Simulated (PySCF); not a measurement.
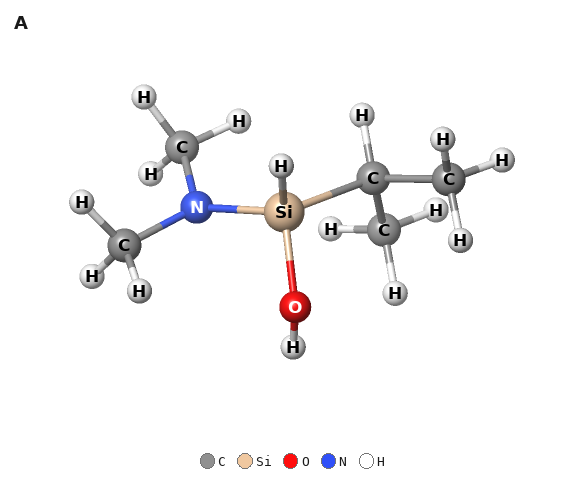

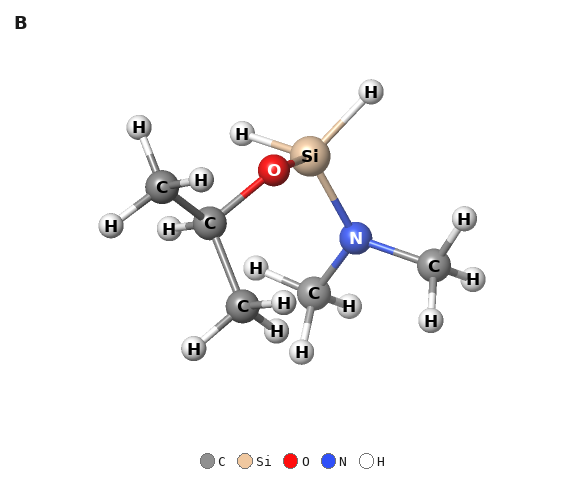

2 stationary structures of one formula. Geometries: PBE0-D3(BJ)/def2-SVP. Electronic energies: PBE0-D3(BJ)/def2-SVP (PySCF 2.14.0), without zero-point energy. No frequency run is at hand to confirm each as a minimum. Each is one conformer, not always the lowest.

### Which structure is the most stable?

A is lowest; B lies 43.5 kJ/mol above it. A is `CC(C)[Si@H](O)N(C)C`, B is `CC(C)O[SiH2]N(C)C`.

Give E(B) − E(A) in kJ/mol at these levels too: mPW1PW91/pcSseg-1; PBE0/pcSseg-1; PBE0-D3(BJ)/def2-SVP; B3LYP/def2-SVPD.

```json
{"level": "mPW1PW91/pcSseg-1", "E(B) − E(A) (kJ/mol)": "+43.9"}
{"level": "PBE0/pcSseg-1", "E(B) − E(A) (kJ/mol)": "+44.9"}
{"level": "PBE0-D3(BJ)/def2-SVP", "E(B) − E(A) (kJ/mol)": "+43.5"}
{"level": "B3LYP/def2-SVPD", "E(B) − E(A) (kJ/mol)": "+41.1"}
```
